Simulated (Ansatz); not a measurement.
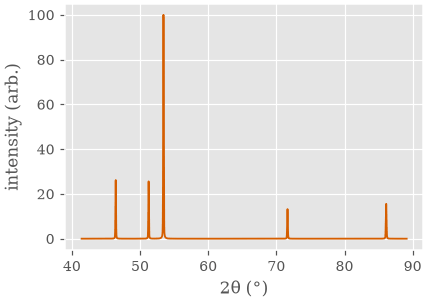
Figure. Simulated powder pattern, Cu Kα1, λ = 1.54056 Å

The pattern belongs to a structure relaxed with the program Ansatz at the r²SCAN+D4 level (PAW).

Problem. Which of these materials gives this?
A. Lu, hcp (Mg type)
B. Cd, hcp (Mg type)
C. Be, hcp (Mg type)
D. Y, hcp (Mg type)

Solution. C, Be, hcp (Mg type)

Space group P6_3/mmc (hcp (Mg type)). The r²SCAN+D4 relaxation kept the symmetry of its start. The pairwise dispersion correction was not fitted to metals.

Potentials: the later of the program's two PAW sets.
